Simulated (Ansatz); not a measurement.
Input file:

```
crystal:
  lattice:
    - [2.0478068614, 1.1823018427, 8.1988196337]
    - [-2.0478068614, 1.1823018427, 8.1988196337]
    - [0.0, -2.3646036854, 8.1988196337]
  atoms:
    - { symbol: Ge, position: [0.0, 0.0, 0.0] }
    - { symbol: Ge, position: [0.1977622463, 0.1977622463, 0.1977622463] }
    - { symbol: Ge, position: [0.8022377537, 0.8022377537, 0.8022377537] }
    - { symbol: Sb, position: [0.4034276212, 0.4034276212, 0.4034276212] }
    - { symbol: Sb, position: [0.5965723788, 0.5965723788, 0.5965723788] }
basis:
  ecutwfc: 420
kpoints:
  mp_grid: { grid: [12, 12, 12] }
hamiltonian:
  xc: pbe
scf:
  occupations: { method: gaussian, width: 0.1 }
output:
  forces: true
  stress: true
  eigenvalues: true
  write_density: true
  write_potential: true
  elf: true
  volumetric_format: npy
relax:
  adjacent_minimum: "off"
  f_tol: 0.01
  max_steps: 80
  cell: { stress_tol: 0.05 }
```

Command:

```sh
ansatz run input.yaml --threads 1 --pin off --max-ram 2560MiB --backend cpu --events-out ev --progress --plain --runs-dir out
```

Below, planes, directions and counts refer to the conventional cell (a = 4.09 Å, b = 4.09 Å, c = 24.72 Å, α = 90.00°, β = 90.00°, γ = 120.00°).

The fields are those of the run's last geometry, not of the input's.

Space group R-3m; started from the tetradymite_166 prototype, which need not be the ambient phase.

Computed with DFT PBE, scalar-relativistic, plane waves, PAW in Ansatz 0.2.0.

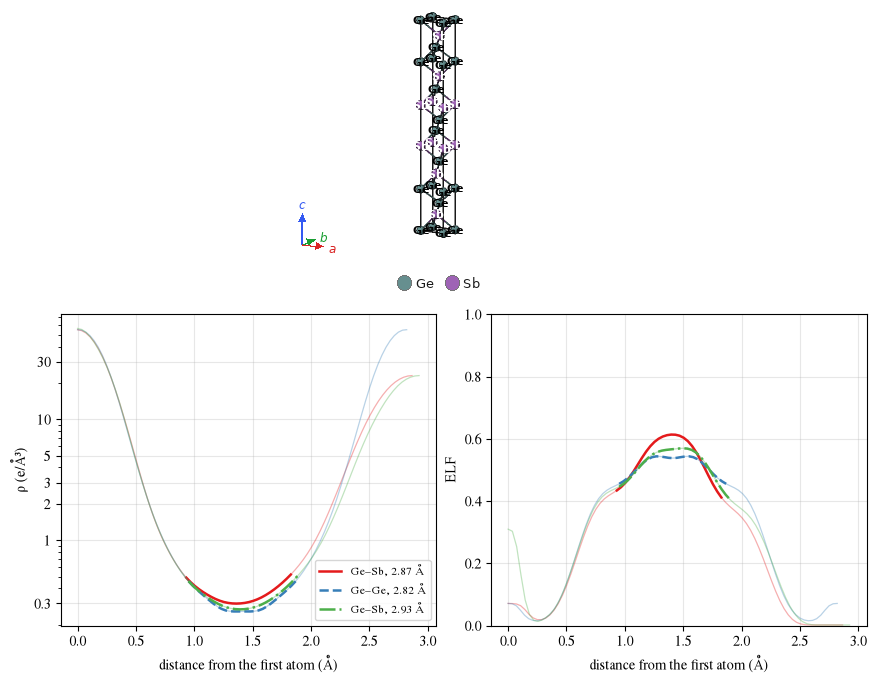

Ge3Sb2. Valence pseudo-density and electron localisation function along straight lines between neighbouring atoms. Thin, pale parts lie inside the atomic spheres. The structure is drawn too.

Core electrons are frozen (PAW), and the valence fields are smoothed inside the atomic spheres.

Question: What can be read from the curves?

Answer: Ge–Sb (2.87 Å): the density is about 0.3 e/Å³ at the midpoint; the ELF peaks at about 0.60 between the atoms.
Ge–Ge (2.82 Å): the density is about 0.26 e/Å³ at the midpoint; the ELF is about 0.55 at the midpoint.
Ge–Sb (2.93 Å): ρ at the midpoint is about 0.27 e/Å³; the ELF reaches about 0.55 near the midpoint.
